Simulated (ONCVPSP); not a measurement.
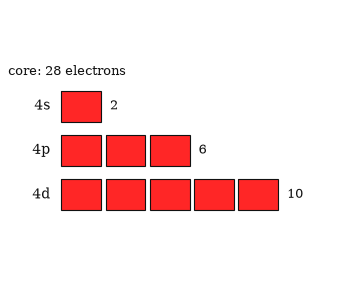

**Figure 1.** The valence shells of the reference configuration: a box for each of the 2l + 1 orbitals, shaded by the share of the shell that is filled, with the electron count at the right. The shells are those of the unaltered input.

Pd: pseudopotential generation

System: palladium (Pd, Z = 46), core [Ar] 3d10, reference valence 4s2 4p6 4d10, valence charge 18. (This line and the method describe the unaltered input from which the odd one was made.)
Method: ONCV potential, PBE, scalar-relativistic, made with ONCVPSP 4.0.1.

**The input**
```
# ATOM AND REFERENCE CONFIGURATION
# atsym  z   nc   nv     iexc    psfile
  Pd 46.00    6    3        4      upf
#
#   n    l    f
    1    0    2.00
    2    0    2.00
    2    1    6.00
    3    0    2.00
    3    1    6.00
    3    2   10.00
    4    0    2.00
    4    1    6.00
    4    2   10.00
#
# PSEUDOPOTENTIAL AND OPTIMIZATION
# lmax
    2
#
#   l,   rc,      ep,       ncon, nbas, qcut
    0    1.45    0.00    4    7    9.80
    1    1.55    0.00    4    7    8.60
    2    1.20    0.00    4    7    9.20
#
# LOCAL POTENTIAL
# lloc, lpopt,  rc(5),   dvloc0
    2    5    4.50    0.00
#
# VANDERBILT-KLEINMAN-BYLANDER PROJECTORs
# l, nproj, debl
    0    2    3.20
    1    2    2.70
    2    0    1.10
#
# MODEL CORE CHARGE
# icmod, fcfact, rcfact
    0    0.00    0.00
#
# LOG DERIVATIVE ANALYSIS
# epsh1, epsh2, depsh
   -5.00    5.00    0.04
#
# OUTPUT GRID
# rlmax, drl
    6.00    0.01
#
# TEST CONFIGURATIONS
# ncnf
    4
# nvcnf
#   n    l    f
    3
    4    0    2.00
    4    1    6.00
    4    2    9.00
#
    3
    4    0    2.00
    4    1    6.00
    4    2    8.00
#
    3
    4    0    2.00
    4    1    6.00
    4    2    7.00
#
    3
    4    0    1.00
    4    1    6.00
    4    2   10.00
#
```

Hardware: 1 CPU thread, shared host.

Run as:
```bash
oncvpsp.x < Pd.dat > Pd.out
```

**Output (extracts)**
```
ONCVPSP  (Optimized Norm-Conservinng Vanderbilt PSeudopotential)
scalar-relativistic version 4.0.1

#   n    l    f        energy (Ha)
    1    0    2.00    -8.8809807E+02
    2    0    2.00    -1.2966141E+02
    2    1    6.00    -1.1624568E+02
    3    0    2.00    -2.3374806E+01
    3    1    6.00    -1.8965080E+01
    3    2   10.00    -1.1962057E+01
    4    0    2.00    -3.1358850E+00
    4    1    6.00    -1.8815280E+00
    4    2   10.00    -1.4875187E-01

Reference configufation results
  iterations    33
  all-electron total energy (Ha)   -5.04589139D+03

Begin loop to  construct optimized pseudo wave functions
and semi-local pseudopoentials for all angular momenta

   Wellstate for l =  0  n =  5
     eigenvalue =   0.0641
     asymptotic potential =   0.5641
     half-point radius =  3.2078

Calculating optimized projector #   1

 for l=   0

    Fraction of norm inside rc  0.926572
    Optimizing pswf for qcut=   9.81 a_B^-1,  ecut=  48.09 Ha
    Residual kinetic energy error=  3.19D-07 Ha

    Energy error per electron        Cutoff
         Ha          eV             Ha
         0.01000     0.27211       24.56
         0.00100     0.02721       31.23
         0.00010     0.00272       36.61
         0.00001     0.00027       41.03

Calculating optimized projector #   2

 for l=   0

    Fraction of norm inside rc  0.067269
    Optimizing pswf for qcut=   9.81 a_B^-1,  ecut=  48.09 Ha
    Residual kinetic energy error=  2.01D-07 Ha

    Energy error per electron        Cutoff
         Ha          eV             Ha
         0.01000     0.27211       20.87
         0.00100     0.02721       29.17
         0.00010     0.00272       35.89
         0.00001     0.00027       40.99

   Wellstate for l =  1  n =  6
     eigenvalue =   0.8185
     asymptotic potential =   1.3185
     half-point radius =  5.1907

Calculating optimized projector #   1

 for l=   1

    Fraction of norm inside rc  0.900303
    Optimizing pswf for qcut=   8.59 a_B^-1,  ecut=  36.88 Ha
    Residual kinetic energy error=  1.04D-06 Ha

    Energy error per electron        Cutoff
         Ha          eV             Ha
         0.01000     0.27211       13.42
         0.00100     0.02721       16.60
         0.00010     0.00272       24.70
         0.00001     0.00027       32.10

Calculating optimized projector #   2

 for l=   1

    Fraction of norm inside rc  0.041250
    Optimizing pswf for qcut=   8.59 a_B^-1,  ecut=  36.88 Ha
    Residual kinetic energy error=  2.42D-06 Ha

    Energy error per electron        Cutoff
         Ha          eV             Ha
         0.01000     0.27211       10.49
         0.00100     0.02721       14.34
         0.00010     0.00272       24.01
         0.00001     0.00027       33.04

Calculating optimized projector #   1

 for l=   2

    Fraction of norm inside rc  0.373794
    Optimizing pswf for qcut=   9.20 a_B^-1,  ecut=  42.33 Ha
    Residual kinetic energy error=  2.67D-05 Ha

    Energy error per electron        Cutoff
         Ha          eV             Ha
         0.01000     0.27211       24.06
         0.00100     0.02721       31.87
         0.00010     0.00272       38.45
         0.00001     0.00027       58.15

Construct Vanderbilt / Kleinmman-Bylander projectors

B matrix Hermiticity error, ll=   0
   1   2    4.7091E-04

  Orthonormal projector coefficients  1.5056E+01  1.7122E+00

B matrix Hermiticity error, ll=   1
   1   2   -2.6913E-04

  Orthonormal projector coefficients  5.6759E+00  1.0447E+00

Pseudoatom total energy -128.011663

Diagnostic tests using Vanderbilt-Kleinman-Bylander pseudopotentials
  1 or more projectors used as specified by nproj input data

   l    rcore       rmatch      e in        delta e   norm test  slope test

   0   1.4522057   1.4962978  -3.1358850   0.0000062   1.0001940   1.0001880
   0   1.4522057   1.4962978   0.0641150   0.0000400   1.0003738   1.0003738

   1   1.5509790   1.5980701  -1.8815280  -0.0000000   1.0001603   1.0001671
   1   1.5509790   1.5980701   0.8184720   0.0000361   1.0003315   1.0003315

   2   1.2063983   1.2430272  -0.1487519   0.0000080   1.0000080   0.9999995

 Testing for bound ghosts
   n   l    E NL Schr. Eq   E Basis Diag.   E Cutoff

   1   0       -3.135879       -3.135873     90.13

   2   1       -1.881528       -1.881518     93.03

 Testing for highly-localized positive-energy ghosts
       l    <radius>/rc     E Basis Diag.   E Cutoff

       0        0.844409       16.062830     90.13  WARNING - GHOST(+)

Test configuration 0

   n   l     f        eae           eps        diff
   1   0  2.0000 -888.09806789
   2   0  2.0000 -129.66141268
   2   1  6.0000 -116.24568379
   3   0  2.0000  -23.37480635
   3   1  6.0000  -18.96507966
   3   2 10.0000  -11.96205705
   4   0  2.0000   -3.13588497   -3.13587872    6.25D-06
   4   1  6.0000   -1.88152800   -1.88152804   -4.83D-08
   4   2 10.0000   -0.14875187   -0.14874386    8.01D-06

    Total energies and differences
      AE_ref= -5.04589139D+03  AE_tst= -5.04589139D+03  dif=  0.00D+00
      PS_ref= -1.28011663D+02  PS_tst= -1.28011663D+02  dif=  1.42D-13
      PSP excitation error= -1.42D-13

Test configuration 1

   n   l     f        eae           eps        diff
   1   0  2.0000 -888.51456186
   2   0  2.0000 -130.08003669
   2   1  6.0000 -116.66409995
   3   0  2.0000  -23.79386541
   3   1  6.0000  -19.38414227
   3   2 10.0000  -12.38120523
   4   0  2.0000   -3.55297633   -3.55270980    2.67D-04
   4   1  6.0000   -2.29556440   -2.29539644    1.68D-04
   4   2  9.0000   -0.53705891   -0.53703410    2.48D-05

    Total energies and differences
      AE_ref= -5.04589139D+03  AE_tst= -5.04555641D+03  dif=  3.35D-01
      PS_ref= -1.28011663D+02  PS_tst= -1.27676698D+02  dif=  3.35D-01
      PSP excitation error=  1.79D-05

Test configuration 2

   n   l     f        eae           eps        diff
   1   0  2.0000 -889.03136842
   2   0  2.0000 -130.60102612
   2   1  6.0000 -117.18479811
   3   0  2.0000  -24.31259753
   3   1  6.0000  -19.90287743
   3   2 10.0000  -12.90042856
   4   0  2.0000   -4.06011143   -4.05945950    6.52D-04
   4   1  6.0000   -2.79643687   -2.79609230    3.45D-04
   4   2  8.0000   -1.00419901   -1.00409060    1.08D-04

    Total energies and differences
      AE_ref= -5.04589139D+03  AE_tst= -5.04479134D+03  dif=  1.10D+00
      PS_ref= -1.28011663D+02  PS_tst= -1.26911641D+02  dif=  1.10D+00
      PSP excitation error=  2.60D-05

Test configuration 3

psatom: WARNING lschvkbb convergence error n,l,iter=   3   2   3
ea(ii),et,emin,emax -1.487439E-01 -1.636182E-01 -1.636182E-01 -1.636182E-01
run_config: WARNING for fully non-local PS atom, stg. 1
 WARNING no output for configuration 4

Test configuration 4

   n   l     f        eae           eps        diff
   1   0  2.0000 -888.68615876
   2   0  2.0000 -130.20776999
   2   1  6.0000 -116.79453313
   3   0  2.0000  -23.91880020
   3   1  6.0000  -19.50888895
   3   2 10.0000  -12.50406015
   4   0  1.0000   -3.61803098   -3.62182852   -3.80D-03
   4   1  6.0000   -2.35259883   -2.35553347   -2.93D-03
   4   2 10.0000   -0.57170753   -0.57139614    3.11D-04

    Total energies and differences
      AE_ref= -5.04589139D+03  AE_tst= -5.04252633D+03  dif=  3.37D+00
      PS_ref= -1.28011663D+02  PS_tst= -1.24643451D+02  dif=  3.37D+00
      PSP excitation error= -3.16D-03
```

**Outcome**

| quantity | value |
| --- | --- |
| outcome | generated |
| ghost flags of the generator | 0 GHOST(-), 1 GHOST(+) |
| largest excitation error printed | 86 meV |
| wall time | 2.9 s |

**What is odd here**

The input is odd on purpose: rc(5) set to 4.50 bohr. The program ran to the end. The all-electron atom is untouched: its total energy equals that from the unaltered input (−5045.8914 Ha). The pseudo-atom's energy and ghost flags in the reference configuration are also those from the unaltered input, so the oddity leaves no trace there. Warnings of the program, in the generation or the tests: psatom: WARNING lschvkbb convergence error n,l,iter= 3 2 3.
